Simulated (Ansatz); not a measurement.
ClF2H5O2Si2···H2O

The calculation's input:

```
crystal:
  periodic: [false, false, false]
  atoms:
    - {symbol: Si, position_ang: [-1.376528, 0.382827, 0.446236]}
    - {symbol: O, position_ang: [0.203605, 0.056979, -0.289319]}
    - {symbol: Si, position_ang: [0.368338, 0.003853, -2.007303]}
    - {symbol: F, position_ang: [-1.890097, 0.444689, -1.122793]}
    - {symbol: F, position_ang: [-1.653411, 1.919916, 0.729906]}
    - {symbol: O, position_ang: [-2.399868, -0.820025, 0.834484]}
    - {symbol: H, position_ang: [1.798203, 0.047518, 1.933777]}
    - {symbol: Cl, position_ang: [-0.349647, 0.219095, 2.465874]}
    - {symbol: H, position_ang: [1.070028, -0.042412, 0.264249]}
    - {symbol: O, position_ang: [2.289187, -0.083392, 1.100282]}
    - {symbol: H, position_ang: [0.081139, 1.317465, -2.604817]}
    - {symbol: H, position_ang: [1.822343, -0.285033, -2.107486]}
    - {symbol: H, position_ang: [-0.395535, -1.124444, -2.563693]}
    - {symbol: H, position_ang: [-2.316596, -1.112525, 1.744593]}
    - {symbol: H, position_ang: [2.748738, -0.924513, 1.176113]}
basis:
  gaussian: {orbitals: def2-TZVPP}
hamiltonian: {xc: pbe0, dispersion: d4}
output: {orbitals: {seedname: orbitals}}
```

Launched as:

```sh
ansatz run in.yaml --threads 4 --pin off --events-out ev --progress --plain --max-ram 66560MiB --backend cuda --devices 0, --max-vram 37GiB
```

The product side of a reaction path; geometry: PBE0-D4/def2-TZVP.

These are results of RKS PBE0-D4/def2-TZVPP (Ansatz), not measurements.

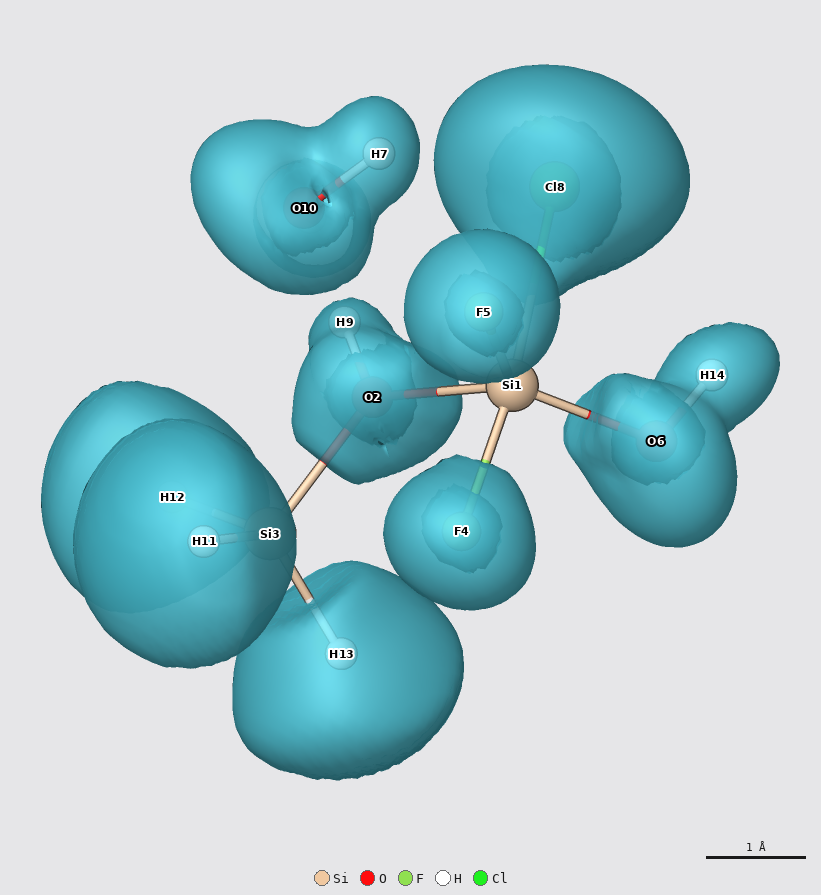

Figure 1. Isosurface of the ELF at 0.75 (cyan), seen at a tilt. Core shells and regions of very low density are left out.

### What do the ELF domains correspond to?

The surface consists of three regions around hydrogen nuclei, one region on Cl in which the atom's valence shell and bonds are merged, two regions wrapped around F (its lone pairs, merged into a ring or cap) and three joined regions spread over several atoms (H, O), in which their bonds and any lone pairs are merged.


O10···H9 (1.48 Å): the ELF peaks at about 0.90 between the atoms (by its geometry a hydrogen bond between the two molecules, with no shared pair). Si–F (1.59 Å): the ELF peaks at about 0.85 in the valence shell of F, 0.6 Å from its nucleus, and is about 0.40 at the midpoint.

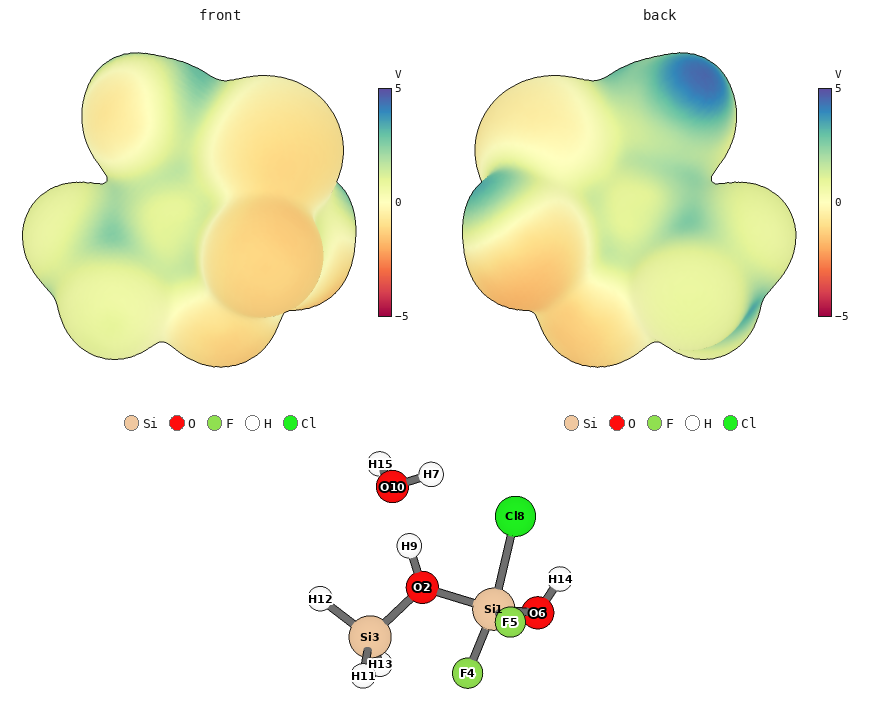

Figure 2. The electrostatic potential painted on the density surface at 0.004 e/bohr³, seen from the front and from behind; the colour scale runs from red (negative) to blue (positive). The bare structure is drawn below in the same view.

### Where is the surface potential most negative and most positive?

The most negative region (about −1.7 V) lies over O6, the most positive (about +4.3 V) over H15. O6 is the likeliest acceptor of a hydrogen bond.

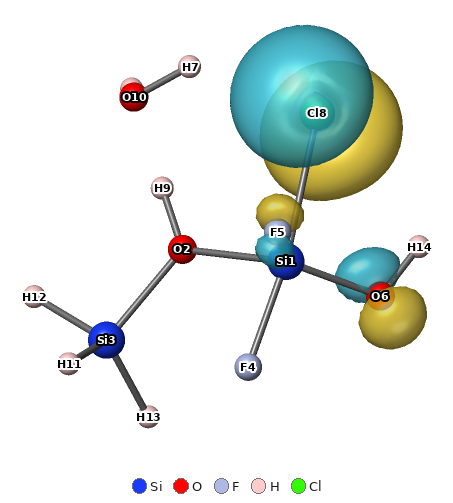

Figure 3. One frontier orbital at ±0.15 Å⁻³ᐟ² (yellow and cyan are the two phases), seen at a tilt.

### Which orbital is it: HOMO or LUMO?

The HOMO, at −8.50 eV. It lies mainly on Cl8 (about 85 %) and O6 (about 10 %); largely a lone pair of Cl8.

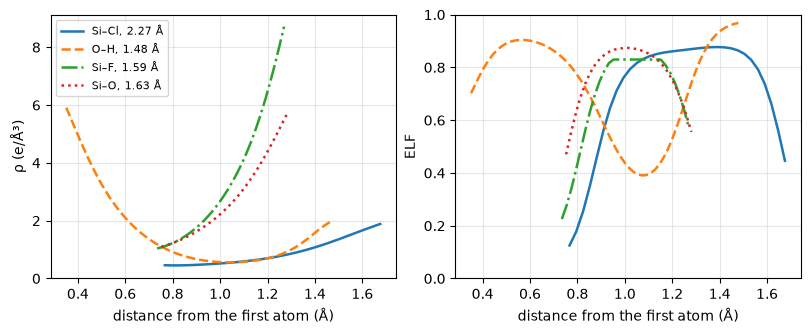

Figure 4. Electron density and ELF along straight lines between neighbouring atoms. The curves leave out the atomic cores.

### Compare the contacts.

Si–Cl (2.27 Å): ρ is about 0.63 e/Å³ halfway, with its minimum of 0.45 e/Å³ about 0.8 Å from Si; the ELF peaks at about 0.90 between the atoms (a polar covalent bond).
O10···H9 (1.48 Å): the density falls to about 0.56 e/Å³ on the way; the ELF peaks at about 0.90 between the atoms: by its geometry a hydrogen bond between the two molecules, with no shared pair.
Si–F (1.59 Å): ρ is about 1.2 e/Å³ halfway; the ELF peaks at about 0.85 in the valence shell of F, 0.6 Å from its nucleus, and is about 0.40 at the midpoint.
Si–O (1.63 Å): ρ at the midpoint is about 1.3 e/Å³; the ELF peaks at about 0.85 between the atoms, as expected for a polar covalent bond.
